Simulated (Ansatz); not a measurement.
SiH₂S₂F₂: several calculations on one system

Part 1: Relaxation

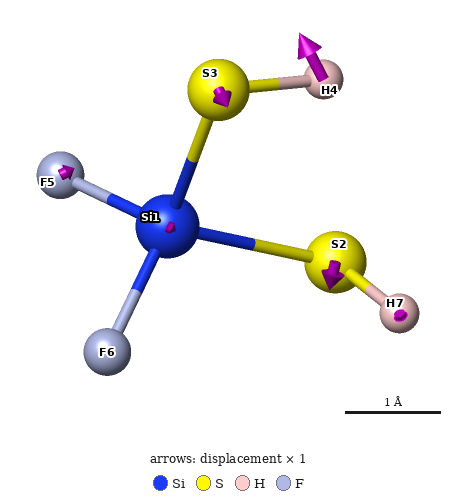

This is a relaxation of SiH₂S₂F₂. The starting structure is drawn; purple arrows show the displacements, at their true length. The two geometries are superimposed by the best rigid fit.

A ball-and-stick model, seen at a tilt.

The run prepares an end point of a later path (reaction) calculation, from a guessed geometry.

Theory: UKS PBE/def2-SVP (Ansatz). Settings: collinear spin; force threshold 0.03 eV/Å; at most 50 steps.

**Describe the change and its energy.**

Over 6 geometry steps the energy falls by 2.72 kcal/mol. Largest force component: 0.24 eV/Å at the start, 0.007 eV/Å at the end. The atom that moves furthest after the best rigid fit is H4 (0.56 Å). By element the largest moves are H 0.56 Å, S 0.32 Å, F 0.17 Å, Si 0.10 Å. Near-neighbour distances that change, for instance: Si1–S2 2.152 → 2.131 Å, Si1–S3 2.124 → 2.131 Å. Bond angles that change, for instance: Si1–S3–H4 81.9° → 92.4°, S2–Si1–S3 106.7° → 115.0°, S3–Si1–F6 110.4° → 104.3°. Groups turn about Si1–S3 by about 35°.

Part 2: Relaxation

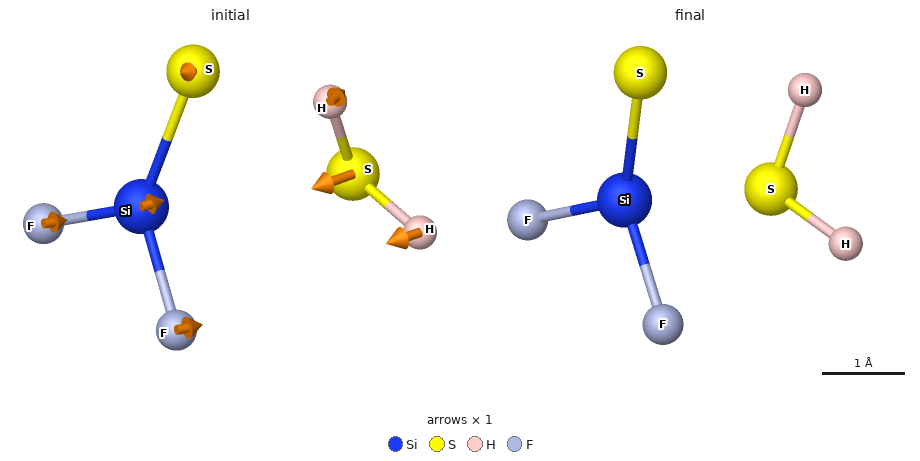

The structure of SiH$_{2}$S$_{2}$F$_{2}$ before (left) and after (right) a relaxation, at one scale. The orange arrows give the displacements, at their true length.

A ball-and-stick model, seen at a tilt.

The run prepares an end point of a later path (reaction) calculation, from a guessed geometry.

All numbers below come from UKS PBE/def2-SVP (Ansatz). (collinear spin; force threshold 0.03 eV/Å; at most 50 steps)

Q: Describe what moved and what it gained.

A: The atom that moves furthest after the best rigid fit is an S atom (0.62 Å). By element the largest moves are S 0.62 Å, H 0.50 Å, F 0.38 Å, Si 0.33 Å. Near-neighbour distances that change, for instance: S–Si 3.447 → 2.551 Å, F–Si 1.617 → 1.629 Å, S–Si 1.948 → 1.958 Å. Bond angles that change, for instance: S–Si–F 128.4° → 126.1°. The energy falls by 0.392 eV in 10 geometry steps. Largest force component: 0.33 eV/Å at the start, 0.012 eV/Å at the end.

Limits of the set-up: the start holds two separate molecules, 2.7 Å apart at their closest, whose relative position is a soft coordinate and is computed without a dispersion correction.

Part 3: Path

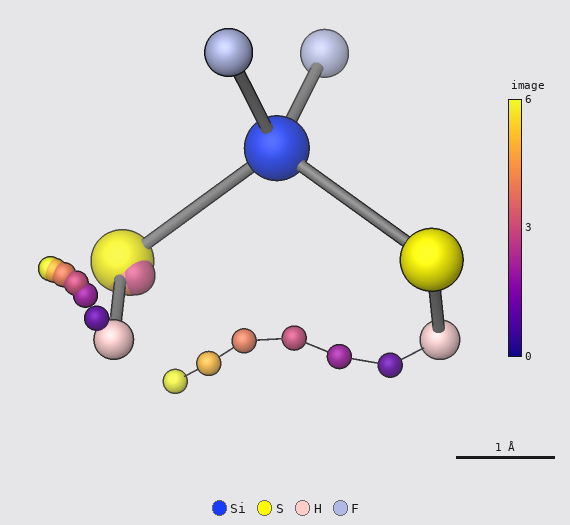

NEB run on SiH₂S₂F₂. Images are numbered from 0 (start) to 6 (end). The start is drawn whole; smaller spheres mark the moving atoms (S, H) in the later images, joined by lines and coloured by the number of the image. Style: ball-and-stick. Shown at a tilt.

All numbers below come from UKS PBE/def2-SVP (Ansatz 0.2.0). Settings: 5 movable images; climbing image; force threshold 0.03 eV/Å; iteration limit 60; starting path through a guess of the saddle point.

> What moves, how far, and at what cost in energy?

A hydrogen atom shifts from one atom to another. Breaking: H–S (1.36 → 3.23 Å). Forming: H–S (3.40 → 1.36 Å). Forward barrier 1.30 eV, backward barrier 0.10 eV, with image 4 at the top; the reaction energy is +1.20 eV. The band converged in 10 iterations, with a climbing image at the top. At the top, the vibrational analysis gives one imaginary mode (363i cm⁻¹), as a transition state must have.

The run took 2.2 min on 2 threads of AMD EPYC 7R43 64-Core Processor (Zen 3), on a shared host, peak memory 0.19 GiB.
